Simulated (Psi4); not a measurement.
# HSE06/def2-TZVP run of BHCl2 (SMILES [H]B(Cl)Cl)

Aim: the vertical singlet–triplet gap of BHCl2 at HSE06/def2-TZVP, from 2 runs. 

The calculation is run with Psi4 1.11.

1 further run of the same task is left out (set aside as unsound or not needed).

## 1. Starting point

The species is BHCl2 (4 atoms), meant as a singlet with charge 0. SMILES: `[H]B(Cl)Cl`. The shape is that of a GFN2-xTB optimisation.

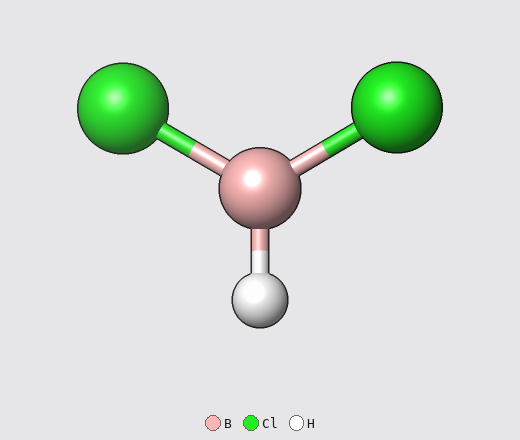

Viewed from a chosen angle; boron pink, chlorine green, hydrogen white.

## 2. Energy and gradient at HSE06/def2-TZVP

Contents of calc.dat:

```
memory 1600 MB

molecule system {
  B
  Cl 1 1.701026
  Cl 1 1.701832 2 120.1759
  H 1 1.173094 2 119.93677 3 179.86483
  units angstrom
  symmetry c1
}

set basis def2-TZVP
set puream true
set e_convergence 1e-09
set d_convergence 1e-08
set scf_type pk
set dft_radial_points 99
set dft_spherical_points 590

E, wfn = gradient("hse06", return_wfn=True)
oeprop(wfn, "QUADRUPOLE", "DIPOLE", "WIBERG_LOWDIN_INDICES", title="HSE06")
```

Run with:

```console
$ psi4 calc.dat calc.out -n 1
```

calc.out (excerpt; [...] marks lines left out):

```text
[...]
  Running in c1 symmetry.
[...]
  Nuclear repulsion =  114.167868329147140
[...]
  Multiplicity = 1
[...]
  Nalpha       = 20
  Nbeta        = 20
[...]
    Number of basis functions: 111
[...]
   @RKS iter   1:  -945.55897099799370   -4.67356e-02   4.30539e-03 ADIIS/DIIS
[...]
   @RKS iter  11:  -945.65693691026956    9.09495e-13   1.41633e-09 DIIS
[...]
    Orbital Energies [Eh]
    ---------------------
    Doubly Occupied:
       1A   -101.711777     2A   -101.711658     3A     -9.532637
       4A     -9.532503     5A     -7.262171     6A     -7.262039
       7A     -7.258874     8A     -7.258739     9A     -7.256519
      10A     -7.256386    11A     -6.858848    12A     -0.889503
      13A     -0.850552    14A     -0.530720    15A     -0.442855
      16A     -0.438913    17A     -0.391893    18A     -0.342591
      19A     -0.326201    20A     -0.324080
[...]
  @RKS Final Energy:  -945.65693691026956
   => Energetics <=
    Nuclear Repulsion Energy =            114.1678683291471401
    One-Electron Energy =               -1531.6452371177520035
    Two-Electron Energy =                 518.2845136609161045
    DFT Exchange-Correlation Energy =     -46.4640817825806991
    Empirical Dispersion Energy =           0.0000000000000000
    VV10 Nonlocal Energy =                  0.0000000000000000
    Total Energy =                       -945.6569369102695646
[...]
  -Total Gradient:
     Atom            X                  Y                   Z
    ------   -----------------  -----------------  -----------------
       1       -0.000157030886     0.007834258682     0.004899771689
       2        0.000049908422     0.001733805583    -0.019690182222
       3        0.000049886892    -0.015838311494     0.011199803257
       4        0.000057329432     0.006280617894     0.003596546685
[...]
 Multipole Moments:
 ------------------------------------------------------------------------------------
     Multipole            Electronic (a.u.)      Nuclear  (a.u.)        Total (a.u.)
 ------------------------------------------------------------------------------------
 L = 1.  Multiply by 2.5417464519 to convert [e a0] to [Debye]
 Dipole X            :         -0.0026222            0.0023028           -0.0003194
 Dipole Y            :          1.0354808           -1.1634179           -0.1279371
 Dipole Z            :          0.5980765           -0.6697802           -0.0717037
 Magnitude           :                                                    0.1466610
 L = 2.  Multiply by 1.3450342976 to convert [e a0^2] to [Debye ang]
 Quadrupole XX       :        -22.5993465            0.0000202          -22.5993264
 Quadrupole XY       :          0.0155515           -0.0139106            0.0016409
[...]
```

It took 28 s on 1 thread of AMD EPYC 9R45 (Zen 5), shared host; peak memory 0.76 GiB.

## 3. The triplet: a single-point energy at UHSE06/def2-TZVP

Contents of input.json:

```json
{
 "schema_name": "qcschema_input",
 "schema_version": 1,
 "molecule": {
  "schema_name": "qcschema_molecule",
  "schema_version": 2,
  "symbols": ["B", "Cl", "Cl", "H"],
  "geometry": [-0.12712188, -0.21231073, 0.00219208, 3.08665975, -0.27544648, 0.02377275, -1.68854588, 2.59897813, -0.03305131, -1.270992, -2.11122092, 0.00708647],
  "molecular_charge": 0,
  "molecular_multiplicity": 3,
  "fix_symmetry": "c1"
 },
 "driver": "energy",
 "model": {
  "method": "hse06",
  "basis": "def2-TZVP"
 },
 "keywords": {
  "reference": "uks",
  "puream": true,
  "e_convergence": 1e-09,
  "d_convergence": 1e-08,
  "scf_type": "pk",
  "dft_radial_points": 99,
  "dft_spherical_points": 590,
  "maxiter": 200
 }
}
```

Run with:

```console
$ psi4 --qcschema input.json -n 1 --memory 1600MB
```

stdout (excerpt; [...] marks lines left out):

```text
[...]
  Running in c1 symmetry.
[...]
  Nuclear repulsion =  114.167853384474924
[...]
  Multiplicity = 3
[...]
  Nalpha       = 21
  Nbeta        = 19
[...]
    Number of basis functions: 111
[...]
   @UKS iter   1:  -945.25929490301530    2.52940e-01   5.33910e-03 ADIIS/DIIS
[...]
   @UKS iter  18:  -945.45921673484543   -1.59162e-12   2.51892e-09 DIIS
[...]
   @S^2 Observed:                2.006701077E+00
[...]
    Orbital Energies [Eh]
    ---------------------
    Alpha Occupied:
       1A   -101.733678     2A   -101.733658     3A     -9.551875
       4A     -9.551869     5A     -7.284680     6A     -7.284660
       7A     -7.278011     8A     -7.278004     9A     -7.275585
      10A     -7.275581    11A     -6.803604    12A     -0.902338
      13A     -0.866841    14A     -0.555448    15A     -0.464526
      16A     -0.449963    17A     -0.403212    18A     -0.362895
      19A     -0.355173    20A     -0.349447    21A     -0.131713
    Alpha Virtual:
      22A      0.040601    23A      0.053732    24A      0.068742
      25A      0.093946    26A      0.111403    27A      0.132758
[...]
  @UKS Final Energy:  -945.45921673484543
   => Energetics <=
    Nuclear Repulsion Energy =            114.1678533844749239
    One-Electron Energy =               -1531.1446656434250144
    Two-Electron Energy =                 517.9543488792586459
    DFT Exchange-Correlation Energy =     -46.4367533551540319
    Empirical Dispersion Energy =           0.0000000000000000
    VV10 Nonlocal Energy =                  0.0000000000000000
    Total Energy =                       -945.4592167348454268
[...]
 Multipole Moments:
 ------------------------------------------------------------------------------------
     Multipole            Electronic (a.u.)      Nuclear  (a.u.)        Total (a.u.)
 ------------------------------------------------------------------------------------
 L = 1.  Multiply by 2.5417464519 to convert [e a0] to [Debye]
 Dipole X            :          0.6703215           -0.6925400           -0.0222185
 Dipole Y            :          1.1125724           -1.1500130           -0.0374407
 Dipole Z            :         -0.0045120            0.0034074           -0.0011046
 Magnitude           :                                                    0.0435510
[...]
```

The result, in JSON:

```text
{
 "driver": "energy",
 "model": {
  "method": "hse06",
  "basis": "def2-TZVP"
 },
 "success": true,
 "return_result": -945.4592167348454,
 "properties": {
  "calcinfo_nbasis": 111,
  "calcinfo_nmo": 111,
  "calcinfo_nalpha": 21,
  "calcinfo_nbeta": 19,
  "calcinfo_natom": 4,
  "nuclear_repulsion_energy": 114.16785338447492,
  "return_energy": -945.4592167348454,
  "scf_one_electron_energy": -1531.144665643425,
  "scf_two_electron_energy": 517.9543488792586,
  "scf_xc_energy": -46.43675335515403,
  "scf_dipole_moment": [-0.02221853376034555, -0.03744066405105162, -0.0011045915099103876],
  "scf_total_energy": -945.4592167348454,
  "scf_iterations": 18
 }
}
```

It took 34 s on 1 thread of AMD EPYC 9R45 (Zen 5), shared host; peak memory 0.76 GiB.

## 4. Outcome

Level: HSE06/def2-TZVP.

| quantity | value |
| --- | --- |
| singlet: total energy | -945.65694 Eh |
| singlet: dipole moment | 0.37 D |
| singlet: HOMO energy | -8.82 eV |
| singlet: LUMO energy | -1.97 eV |
| singlet: HOMO–LUMO gap | 6.85 eV |
| singlet: largest force on an atom | 1.016 eV/Å |
| triplet: total energy | -945.45922 Eh |
| triplet: dipole moment | 0.11 D |
| triplet: HOMO energy (highest over α and β) | -3.58 eV |
| triplet: ⟨S²⟩ | 2.007 |
| vertical energy of the triplet above the singlet | 5.380 eV |

In words: At this shape the triplet lies 5.38 eV (519 kJ/mol) above the singlet. The largest force (singlet) is 1.02 eV/Å: the shape isn't a stationary point for this species at this level.
